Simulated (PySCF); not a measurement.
## Electronic structure of C₄H₄NO (SMILES [CH2][C@]1(C#N)CO1) (doublet) in real space

The calculation's input:

```
{"job": {"kind": "epr", "basis": "pcH-1"}, "charge": 0, "multiplicity": 2}
C      1.047344    -0.902324     0.410086
C      0.153773     0.052124    -0.189444
C      0.664523     1.392845    -0.328241
N      1.078565     2.453018    -0.426990
C     -1.340701    -0.056614    -0.021247
O     -0.725316    -0.379671    -1.217682
H      1.991478    -0.583717     0.803758
H      0.794951    -1.943998     0.393119
H     -1.925419     0.857611    -0.006963
H     -1.730315    -0.884621     0.561076
```

Launched as:

```sh
OMP_NUM_THREADS=1 python probes_run.py task.json out
```

Geometry: GFN2-xTB.

These are results of UKS B3LYP, pcH-1 on C H N O, non-relativistic, mean-field spin-orbit, GIAO (PySCF 2.14.0, density-fitted response routines), not measurements.

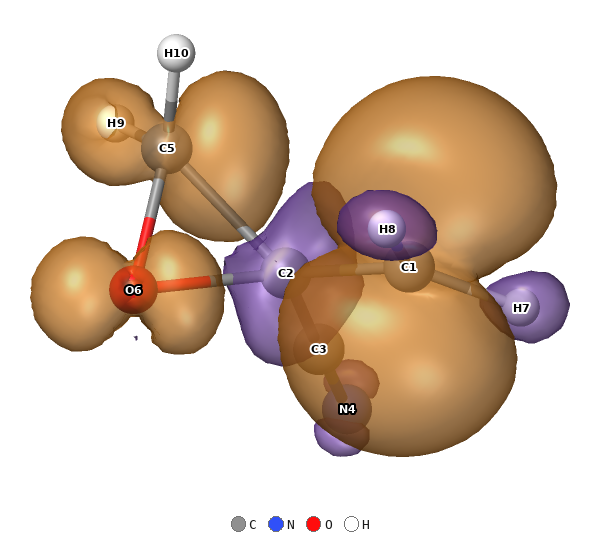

Figure 1. Isosurfaces of the spin density (α minus β) at +0.015 (orange) and −0.015 e/Å³ (purple), seen at an oblique angle.

> Where is the unpaired spin?

The unpaired spin (1 electron) lies mostly on C1 (about 0.7) and C5 (about 0.1), in electrons by Hirshfeld's partition.

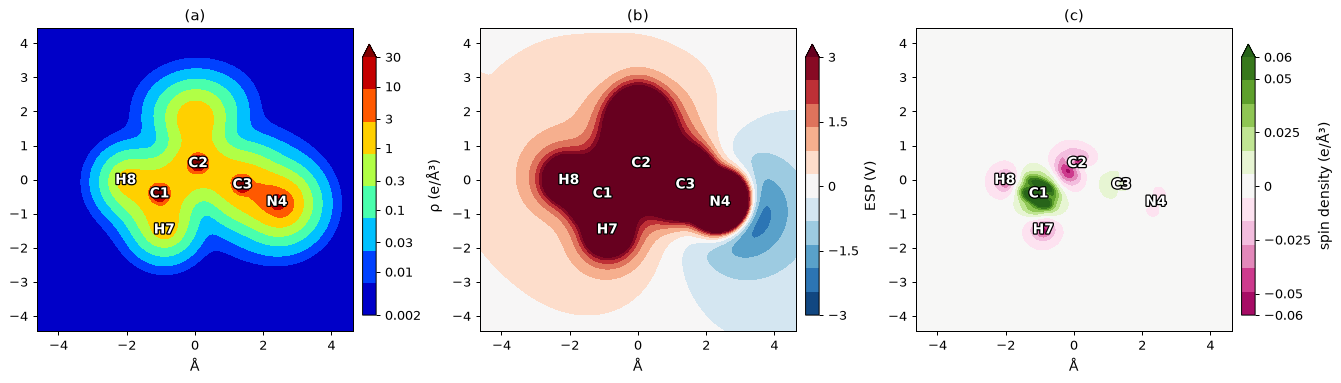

Figure 2. (a) electron density; (b) electrostatic potential; (c) spin density on the plane of atoms C1, C2 and C3.

> Describe what can be read from this map.

The section cuts through C, N and H sites. C–N (1.14 Å): ρ is about 3.6 e/Å³ halfway. C–C (1.44 Å): the density is about 1.9 e/Å³ at the midpoint. C–H (1.07 Å): ρ at the midpoint is about 2.1 e/Å³.

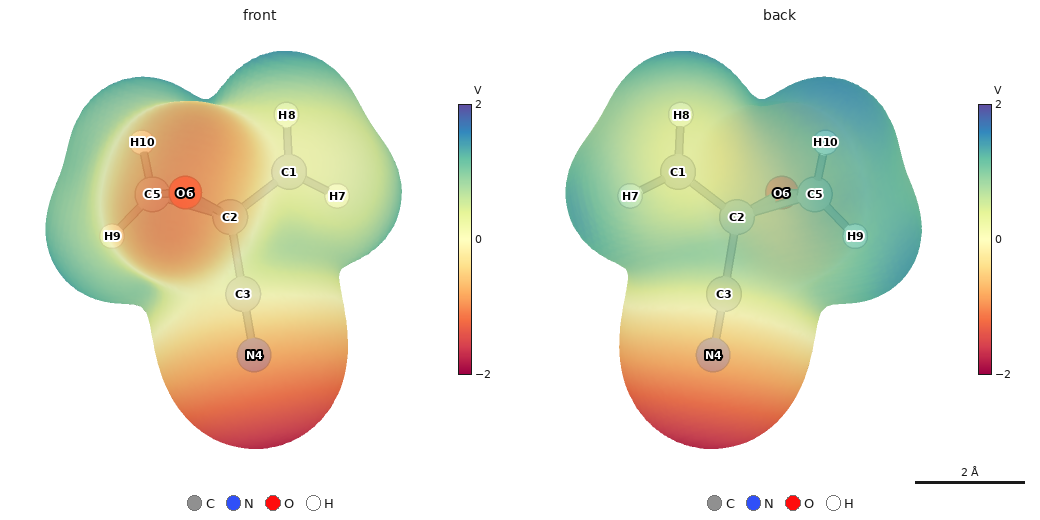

Figure 3. The molecular electrostatic potential painted on the density surface at 0.002 e/bohr³, seen from the front and from behind; red is negative and blue positive.

> Describe the electrostatic potential map.

The most negative region (about −1.7 V) lies over N4, the most positive (about +1.5 V) over H10. N4 is the likeliest acceptor of a hydrogen bond.
